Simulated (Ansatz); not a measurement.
# F2H2Si (SMILES F[SiH2]F): PBE0/aug-cc-pVDZ

What is the vertical ionisation energy of F2H2Si at PBE0/aug-cc-pVDZ? 

The calculation is run with Ansatz 0.2.0.

## 1. Starting point

F2H2Si: 5 atoms, total charge 0, spin state singlet. As SMILES, `F[SiH2]F`. Geometry: relaxed at PBE0-D4/def2-TZVP.

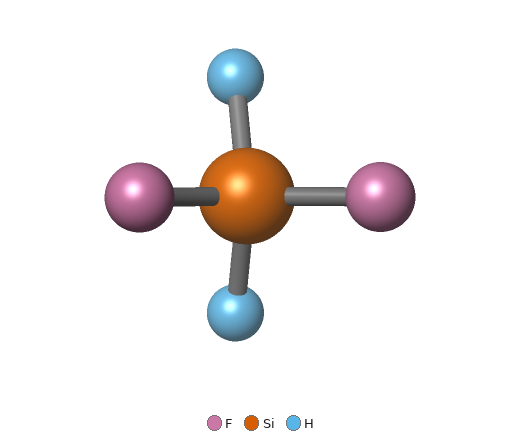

The structure, seen from a chosen angle (fluorine pink, silicon orange, hydrogen blue).

## 2. The energy at PBE0/aug-cc-pVDZ

Input file input.yaml:

```yaml
crystal:
  periodic: [false, false, false]
  atoms:
    - symbol: F
      position_ang: [-1.079010, 0.538200, 0.980720]
    - symbol: Si
      position_ang: [-0.005220, -0.000540, -0.054090]
    - symbol: F
      position_ang: [1.247630, -0.520590, 0.766910]
    - symbol: H
      position_ang: [-0.590470, -1.138740, -0.786300]
    - symbol: H
      position_ang: [0.427070, 1.121680, -0.907250]
basis:
  gaussian: {orbitals: aug-cc-pVDZ}
accuracy: high
output: {orbitals: {seedname: orbitals}}
hamiltonian: {xc: {name: PBE0}}
```

Started as:

```sh
$ ansatz run input.yaml --threads 1 --pin off --max-ram 3480MiB --events-out events.jsonl --progress --plain --runs-dir runs
```

The log of the run:

```text
Warning: RAYON_NUM_THREADS=1 ignored (pool sized by the plan → 1); use --threads N
Functional definition: PBE0
  name "PBE0"
  parameter a = 0.25
  parameter kappa = 0.804
  parameter beta = 0.06672455060314922
  exchange = (1 - a)*pbe_x(kappa = kappa, mu = beta*pi^2/3) + a*exact_x
  correlation = pbe_c(beta = beta)
1837 factors; integrals over basis functions are off by at most 3.7e-9 eV
mean field evaluation 1: about -13336.4326 eV, gradient 4.0e1 eV
mean field evaluation 2: about -13333.3319 eV, gradient 6.1e1 eV
mean field evaluation 4: about -13338.7974 eV, gradient 2.5e-1 eV
mean field evaluation 8: about -13338.8668 eV, gradient 3.0e-2 eV
mean field evaluation 16: about -13338.8668 eV, gradient 9.7e-7 eV
mean field -13338.86682305 eV, -490.1943143384 hartree, gradient 1.0e-8 eV, S^2 0.000000; 0 other end points of the search recorded, 0 dependent functions left out
reference -13338.86682725 eV, -490.1943144929 hartree; 17, 17 occupied and 74, 74 virtual orbitals, 1837 factors
Total energy: -13338.86682725 eV, -490.1943144929 hartree
```

Wall time 3.6 s (1 thread of Intel Xeon 6975P-C (Granite Rapids), shared host); peak memory 0.28 GiB.

## 3. The doublet cation, same level

Input file molecule.yaml:

```yaml
basis:
  gaussian: {orbitals: aug-cc-pVDZ}
crystal:
  periodic: [false, false, false]
  atoms:
    - {symbol: F, position_ang: [-1.079010, 0.538200, 0.980720]}
    - {symbol: Si, position_ang: [-0.005220, -0.000540, -0.054090]}
    - {symbol: F, position_ang: [1.247630, -0.520590, 0.766910]}
    - {symbol: H, position_ang: [-0.590470, -1.138740, -0.786300]}
    - {symbol: H, position_ang: [0.427070, 1.121680, -0.907250]}
accuracy: high
magnetization: {spin_polarized: true, initial_magnetization: 1}
output: {orbitals: {seedname: orbitals}}
total_charge: 1
hamiltonian: {xc: {name: PBE0}}
```

Started as:

```sh
$ ansatz run molecule.yaml --threads 1 --pin off --max-ram 3480MiB --events-out events.jsonl --progress --plain --runs-dir runs
```

The log of the run:

```text
Warning: RAYON_NUM_THREADS=1 ignored (pool sized by the plan → 1); use --threads N
Functional definition: PBE0
  name "PBE0"
  parameter a = 0.25
  parameter kappa = 0.804
  parameter beta = 0.06672455060314922
  exchange = (1 - a)*pbe_x(kappa = kappa, mu = beta*pi^2/3) + a*exact_x
  correlation = pbe_c(beta = beta)
1837 factors; integrals over basis functions are off by at most 3.7e-9 eV
mean field evaluation 1: about -13313.4692 eV, gradient 6.3e1 eV
mean field evaluation 2: about -13258.2962 eV, gradient 1.4e2 eV
mean field evaluation 4: about -13326.1330 eV, gradient 3.5e0 eV
mean field evaluation 8: about -13326.2597 eV, gradient 2.4e-1 eV
mean field evaluation 16: about -13326.2602 eV, gradient 1.6e-4 eV
mean field -13326.26021621 eV, -489.7310300822 hartree, gradient 7.7e-9 eV, S^2 0.761258; 0 other end points of the search recorded, 0 dependent functions left out
reference -13326.26022038 eV, -489.7310302353 hartree; 17, 16 occupied and 74, 75 virtual orbitals, 1837 factors
Total energy: -13326.26022038 eV, -489.7310302353 hartree
```

Run time: 5.7 s. Hardware: 1 thread of Intel Xeon 6975P-C (Granite Rapids), shared host; peak memory 0.37 GiB.

## 4. Summary of results

Level: PBE0/aug-cc-pVDZ.

| quantity | value |
| --- | --- |
| singlet F2H2Si: total energy | -490.19431 Eh |
| singlet F2H2Si: HOMO energy | -9.90 eV |
| singlet F2H2Si: LUMO energy | -0.12 eV |
| singlet F2H2Si: HOMO–LUMO gap | 9.78 eV |
| doublet cation: total energy | -489.73103 Eh |
| doublet cation: HOMO energy (highest over α and β) | -18.96 eV |
| doublet cation: LUMO energy (lowest over α and β) | -15.28 eV |
| doublet cation: ⟨S²⟩ | 0.761 |
| vertical ionisation energy (to the doublet cation) | 12.607 eV |

What this shows: Removing an electron at fixed nuclei costs 12.61 eV (291 kcal/mol). The negative HOMO energy of the first species, 9.90 eV, lies 2.71 eV below that difference.
